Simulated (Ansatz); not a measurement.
Input file:

```
crystal:
  periodic: [false, false, false]
  atoms:
    - {symbol: Si, position_ang: [-0.357151, 0.021878, 1.321157]}
    - {symbol: O, position_ang: [0.128719, 0.002945, -0.317756]}
    - {symbol: Si, position_ang: [-0.898047, -0.431112, -1.615627]}
    - {symbol: F, position_ang: [-0.783544, 1.395272, 1.966878]}
    - {symbol: F, position_ang: [0.028344, -1.201274, 2.237377]}
    - {symbol: F, position_ang: [-1.840954, -0.484334, 0.910821]}
    - {symbol: H, position_ang: [2.042446, 0.697713, 0.738344]}
    - {symbol: F, position_ang: [1.418575, 0.610313, 1.639589]}
    - {symbol: H, position_ang: [1.269794, 0.320979, -0.551515]}
    - {symbol: F, position_ang: [2.336674, 0.658414, -0.406800]}
    - {symbol: H, position_ang: [-1.313739, -1.836768, -1.461453]}
    - {symbol: H, position_ang: [-0.001745, -0.265787, -2.782597]}
    - {symbol: H, position_ang: [-2.029271, 0.511761, -1.678519]}
basis:
  gaussian: {orbitals: def2-TZVPP}
hamiltonian: {xc: pbe0, dispersion: d4}
output: {orbitals: {seedname: orbitals}}
```

Run with:

```sh
ansatz run in.yaml --threads 4 --pin off --events-out ev --progress --plain --max-ram 46080MiB --backend cuda --devices 0, --max-vram 37GiB
```

A transition-state structure; geometry: PBE0-D4/def2-TZVP.

Method: RKS PBE0-D4/def2-TZVPP (Ansatz 0.2.0).

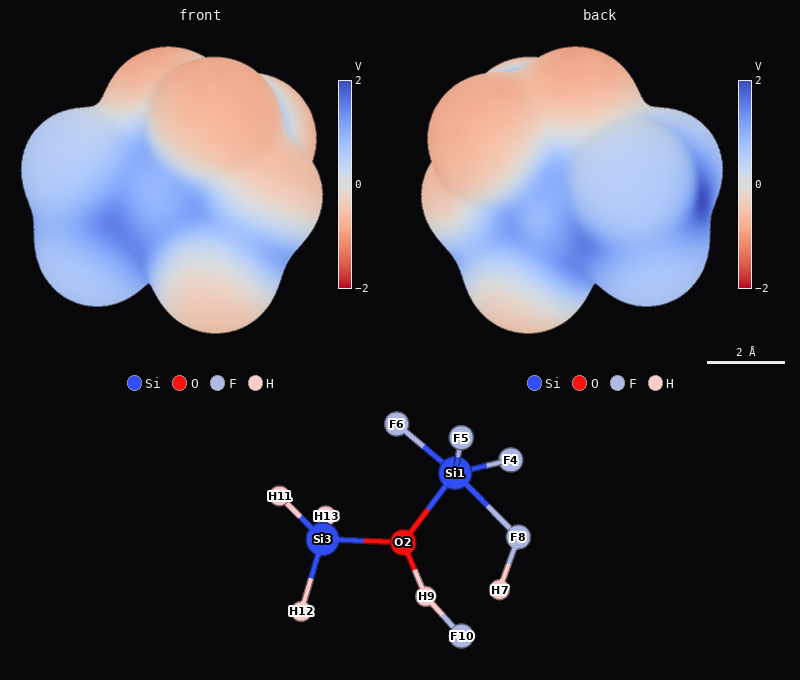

F₅H₅OSi₂. The electrostatic potential painted on the density surface at 0.001 e/bohr³, seen from the front and from behind; red is negative and blue positive. The bare structure is drawn below in the same view.

> Where is the surface potential most negative and most positive?

The most negative region (about −0.8 V) lies over F6, the most positive (about +1.8 V) over Si3.
